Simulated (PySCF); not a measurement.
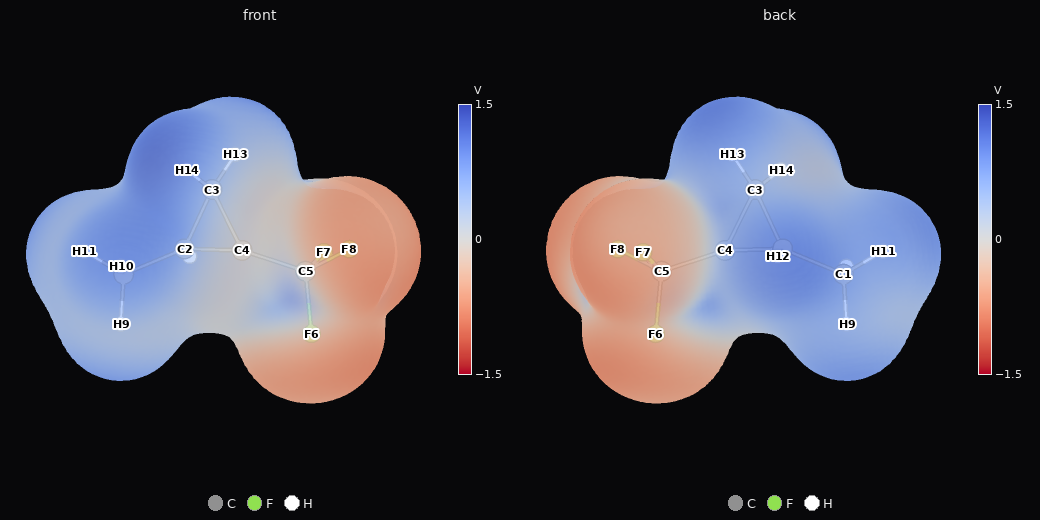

Figure. C$_{5}$H$_{6}$F$_{3}$ (SMILES C[C@H]1C[C]1C(F)(F)F) (doublet). The electrostatic potential painted on the density surface at 0.002 e/bohr³, seen from the front and from behind; red is negative and blue positive.

Geometry: GFN2-xTB.

These are results of PySCF, UKS B3LYP, pcH-1 on C F H, non-relativistic, mean-field spin-orbit, GIAO, not measurements.

```yaml
atoms:
  - { symbol: C, position_ang: [-1.8068, -0.8288, 0.1661] }
  - { symbol: C, position_ang: [-0.5887, -0.1643, -0.4294] }
  - { symbol: C, position_ang: [-0.2596, 1.2684, -0.0243] }
  - { symbol: C, position_ang: [0.5832, 0.1479, 0.3952] }
  - { symbol: C, position_ang: [2.0115, -0.1008, 0.1746] }
  - { symbol: F, position_ang: [2.3603, -1.3776, 0.4008] }
  - { symbol: F, position_ang: [2.3995, 0.1619, -1.1080] }
  - { symbol: F, position_ang: [2.8019, 0.6578, 0.9513] }
  - { symbol: H, position_ang: [-1.6805, -1.9090, 0.1554] }
  - { symbol: H, position_ang: [-1.9552, -0.5050, 1.1924] }
  - { symbol: H, position_ang: [-2.6915, -0.5778, -0.4147] }
  - { symbol: H, position_ang: [-0.3942, -0.4734, -1.4547] }
  - { symbol: H, position_ang: [0.1336, 1.9838, -0.7377] }
  - { symbol: H, position_ang: [-0.9139, 1.7163, 0.7108] }
```

> Where is the surface potential most negative and most positive?

The most negative region (about −0.8 V) lies over F6, F7 and F8, the most positive (about +1.1 V) over H14.
